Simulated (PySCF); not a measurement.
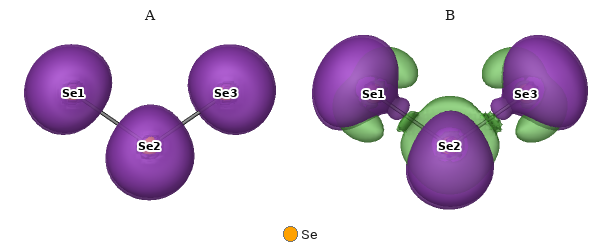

[Se3]2- (Se$_{3}$, charge −2). The Fukui function f⁻ from two separate SCF calculations and the density of the HOMO, at ±0.008 e/Å³ (purple positive, green negative).

PySCF calculation, ωB97X/def2-SVPD, gas phase; geometry: GFN2-xTB. The highest occupied orbitals have positive energy: in the gas phase this ion holds its electrons only through the finite basis. No frequency check shows the geometry to be a minimum. GFN2-xTB bond lengths at metals and heavier atoms can be off by up to 0.1 Å and shapes distorted, which carries into these values.

Input

```python
import numpy as np
from pyscf import gto, scf, dft
from pyscf.scf import atom_ks, atom_hf
from scipy.linalg import block_diag

def solve(mol, dm0=None, hcore=None):
    mf = (dft.UKS if mol.spin else dft.RKS)(mol, xc='wb97x')
    mf.grids.level = 3
    mf = mf.density_fit(auxbasis='def2-universal-jkfit')
    mf.conv_tol, mf.max_cycle = 1e-8, 80
    if hcore is not None:
        mf.get_hcore = lambda *args: hcore
    mf.kernel(dm0)
    if not mf.converged:
        mf = mf.newton().run(mf.mo_coeff, mf.mo_occ, max_cycle=30)
    assert mf.converged, 'SCF not converged'
    return mf

mol = gto.M(atom='''
Se     1.91944    -0.44086     0.00000
Se    -0.00024     0.88189     0.00000
Se    -1.91921    -0.44103     0.00000
''', basis='def2-svpd', charge=-2, spin=0, verbose=4)
mf = solve(mol)
out = dict(e0=mf.e_tot, dm0=mf.make_rdm1(), c=mf.mo_coeff, occ=mf.mo_occ, eps=mf.mo_energy)
for name, dq, spin in [('cation', 1, 1)]:
    ion = mol.copy().set(charge=mol.charge + dq, spin=spin).build()
    mi = solve(ion)
    if spin and dq > 0 and mol.nao < 130:
        c, _, stable, _ = mi.stability(return_status=True)
        if not stable:
            mi = solve(ion, mi.make_rdm1(c, mi.mo_occ))
    print(name, 'vertical energy change / eV', (mi.e_tot - mf.e_tot) * 27.211386)
    out.update({'e_' + name: mi.e_tot, 'dm_' + name: mi.make_rdm1(), 's2_' + name: mi.spin_square()[0], 'eps_' + name: mi.mo_energy, 'occ_' + name: mi.mo_occ})
# spherically averaged free atoms, for the promolecule
atm = atom_ks.get_atm_nrks(mol, xc='wb97x')
pro = block_diag(*[(atm[a[0]][2] * atm[a[0]][3]) @ atm[a[0]][2].T for a in mol._atom])
np.savez('result.npz', pro=pro, **out)
```

Run with:

```sh
OMP_NUM_THREADS=1 python input.py
```

The run took 2.1 min on 1 thread of Intel(R) Xeon(R) Platinum 8259CL CPU @ 2.50GHz (Skylake/Cascade Lake), on a shared host, peak memory 0.6 GiB.

Partitions, critical points and surface values were worked out afterwards from this run's density.

Q: Which panel is which, and how good is the frozen-orbital picture?

A: B is f⁻ (it has negative regions), A the HOMO density. The HOMO lies on Se2 (37 %) and Se1 and Se3 (32 % each); f⁻ (Hirshfeld-condensed) is largest on Se1 and Se3 (0.35 each) and Se2 (0.30); the vertical detachment energy is −2.18 eV. Relaxation shifts 7 % of the electron between atoms. The orbital energy is 1.82 eV.
